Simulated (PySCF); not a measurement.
AsFH5Si, charge +1, SMILES `F[SiH2][AsH3+]`.

Level of theory: B3LYP/aug-cc-pVDZ (PySCF), at a geometry from GFN2-xTB. No frequency check shows the geometry to be a minimum. GFN2-xTB bond lengths at metals and heavier atoms can be off by up to 0.1 Å and shapes distorted, which carries into these values.

The calculation's input:

```python
import numpy as np
from pyscf import gto, scf, dft, tdscf
from pyscf.scf import atom_ks, atom_hf
from scipy.linalg import block_diag

def solve(mol, dm0=None, hcore=None):
    mf = (dft.UKS if mol.spin else dft.RKS)(mol, xc='b3lyp')
    mf.grids.level = 3
    mf = mf.density_fit(auxbasis='def2-universal-jkfit')
    mf.conv_tol, mf.max_cycle = 1e-8, 80
    if hcore is not None:
        mf.get_hcore = lambda *args: hcore
    mf.kernel(dm0)
    if not mf.converged:
        mf = mf.newton().run(mf.mo_coeff, mf.mo_occ, max_cycle=30)
    assert mf.converged, 'SCF not converged'
    return mf

mol = gto.M(atom='''
F     -1.92453    -0.92793    -0.00010
Si    -1.36472     0.55773     0.00011
As     1.04294    -0.03547     0.00000
H     -1.59885     1.16046    -1.30276
H     -1.59938     1.16076     1.30186
H      1.58496    -0.83155    -1.11959
H      2.03868     1.05533    -0.00059
H      1.58451    -0.83130     1.12044
''', basis='aug-cc-pvdz', charge=1, spin=0, verbose=4)
mf = solve(mol)
td = mf.TDDFT()
td.nstates, td.singlet, td.conv_tol = 5, True, 1e-5
td.kernel()
td.analyze()
x, y = np.array([p[0] for p in td.xy]), np.array([p[1] + 0 * p[0] for p in td.xy])
f, mu = td.oscillator_strength(), td.transition_dipole()
nto = [td.get_nto(state=i + 1, verbose=4) for i in range(len(td.e))]
# spherically averaged free atoms, for the promolecule
atm = atom_ks.get_atm_nrks(mol, xc='b3lyp')
pro = block_diag(*[(atm[a[0]][2] * atm[a[0]][3]) @ atm[a[0]][2].T for a in mol._atom])
np.savez('result.npz', e=td.e, f=f, ok=td.converged, w=[n[0] for n in nto], nto=[n[1] for n in nto], x=x, y=y, c=mf.mo_coeff, occ=mf.mo_occ, eps=mf.mo_energy, pro=pro, mu=mu)
```

Launched as:

```sh
OMP_NUM_THREADS=1 python input.py
```

The run took 10 min on 1 thread of Arm Neoverse V1, with other jobs on the host, peak memory 0.75 GiB.

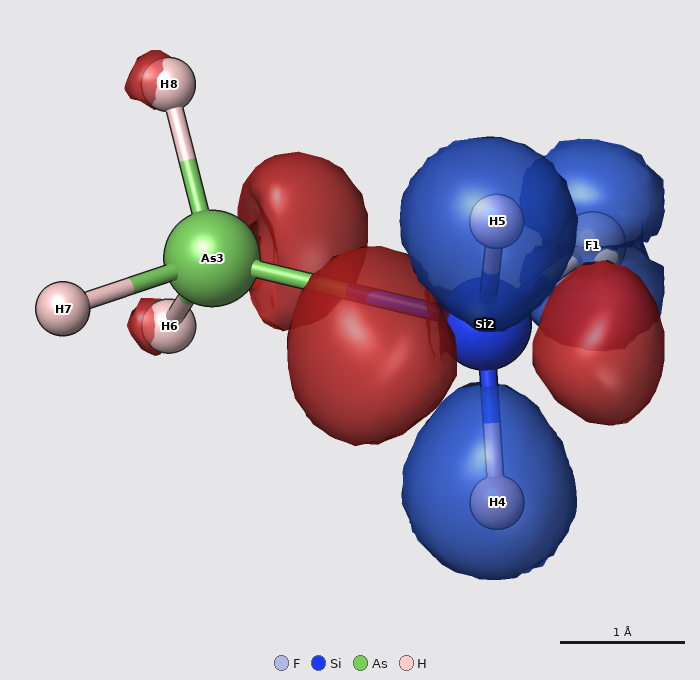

Unrelaxed difference density of S₂ less the ground state (full linear response singlet states), ±0.04 e/Å³; red: gain, blue: loss.

> How does the charge move on excitation?

0.78 e is displaced in all, of which about 0.5 e passes between atoms: F1 (0.21 e) and H4 and H5 (0.15 e each) lose electrons and As3 (0.22 e) and Si2 (0.18 e) gain them. The state: 7.50 eV (165 nm), f = 0.008; the leading pair carries 100 %; hole on Si2 (30 %), F1 (26 %) and H4 and H5 (20 % each), electron on Si2 (48 %), As3 (24 %) and H4, H5, H6 and H8 (6 % each); their centroids lie 1.0 Å apart; S₁ lies within 0.1 eV of it.
